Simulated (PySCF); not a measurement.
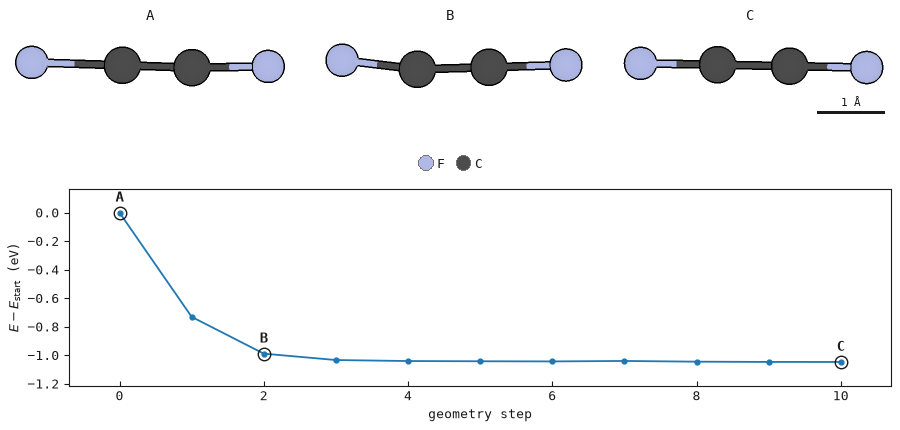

Frames of a relaxation of C$_{2}$F$_{2}$, marked on the history of the run. The picture is a ball-and-stick view, seen at a tilt.

The start comes from MMFF94s. Its atoms were then displaced at random by about 0.03 Å.

Method: PySCF 2.14.0, density-fitted response routines, PBE0-D3(BJ)/def2-SVP geometry optimisation, gas phase. 

What happens along the run?

Answer. The atom that moves furthest after the best rigid fit is an F atom (0.15 Å). Largest moves by element: F 0.15 Å, C 0.08 Å. Near-neighbour distances that change, for instance: C–F 1.504 → 1.278 Å, C–C 1.154 → 1.195 Å, C–F 1.265 → 1.278 Å. Bond angles that change, for instance: F–C–C 177.4° → 179.9°. After 10 geometry steps the energy has fallen by 1.047 eV. From step 0 to 2: an F atom moves most (0.18 Å), energy −0.989 eV. From step 2 to 10: a C atom moves most (0.07 Å), energy −0.058 eV.
